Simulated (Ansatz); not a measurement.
A computed series for SnO2: pressure series

Base system: SnO₂ in the rutile structure (space group P4_2/mnm, No. 136; a = 4.828 Å, c = 3.238 Å).

Cell and atoms are relaxed at each pressure.

Level of theory: PBE (Ansatz, a first-principles code), spin-orbit coupling left out.

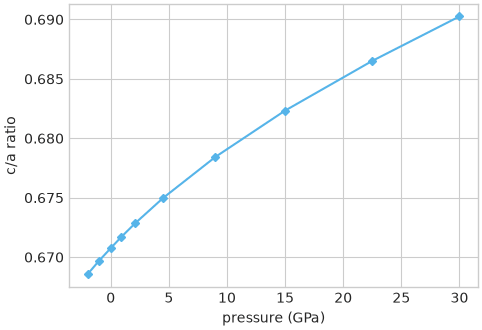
Figure. c/a ratio against pressure

```csv
pressure (GPa),c/a ratio
-2,0.669
-1,0.670
0.9,0.672
2.1,0.673
4.5,0.675
9,0.678
15,0.682
22.5,0.687
30,0.690
```

Load acts through the strain it causes; cell and atoms are relaxed under it. Whether these cells are dynamically stable was not tested. Competing high-pressure phases were not computed.
